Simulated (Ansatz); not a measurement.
The compound is NaSmTe2 (R-3m).

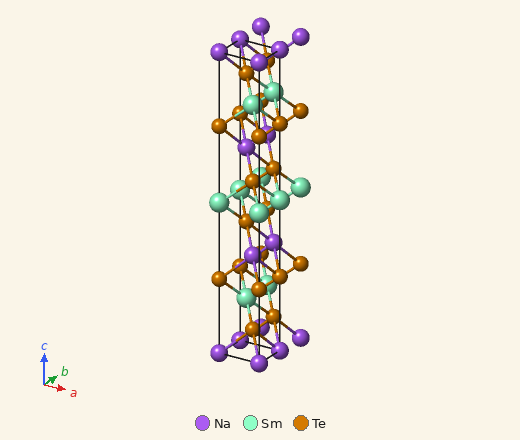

The structure (sodium purple, samarium green, tellurium orange). Bonds to atoms that aren't drawn are left out. 1×2×1 conventional cells are drawn. Some periodic images of atoms are drawn too.

The structure is trigonal, space group R-3m (No. 166). Conventional cell: a = 4.494 Å, b = 4.494 Å, c = 22.492 Å, α = 90.00°, β = 90.00°, γ = 120.00°. Nearest to Na lie 6 Te at 3.25 Å. Nearest to Sm lie 6 Te at 3.15 Å. Te has 3 Sm at 3.15 Å and 3 Na at 3.25 Å nearest. Farther neighbours and most contacts between anions are not listed.

```
Na Sm Te
1.0
    -3.26931   -3.26931   -6.44728
    -3.26931   -6.44728   -3.26931
    -6.44728   -3.26931   -3.26931
Na Sm Te
1 1 2
Direct
  0.00000 0.00000 0.00000
  0.50000 0.50000 0.50000
  0.75393 0.75393 0.75393
  0.24607 0.24607 0.24607
```

The cell and positions are those that the Materials Project relaxed with its own functionals (PBE, PBE+U or r2SCAN), kept fixed. Spin-orbit coupling is left out unless a run names it. PAW set soft_2, made with PBE.

A constrained-RPA run (Ansatz 0.2.0; non-magnetic LDA; Sm f, bands v3 to c4, 4×4×4 mesh, medium accuracy) builds 7 functions on bands 0.59 eV wide, with 5.0 electrons in the window. The bare on-site interaction is 26.0 eV and the bare J 0.70 eV.

**Question.** Estimate U, U′ and J.

On the Sm f shell, U = 2.94 eV (11 % of the bare value), U′ = 1.91 eV, J = 0.51 eV.

The parent state is non-magnetic and the interaction static (zero frequency); U depends on the window and the orbitals, so it belongs to this model alone.

[Paths, hosts, dates, memory and timing lines, banners, echoed tables and standing remarks are left out of the program output.]

[Logs are printed without paths, hosts, clocks, repeated set-up lines and the standing remarks that a program may print on its own settings, such as how far it seeks lower states.]

[Runs of the session that timed out or met a known fault of the program may be left out.]

[Hosts, paths, dates, database ids (printed as entryN), source tags and the programs' standing remarks are cut or masked in the printed files.]
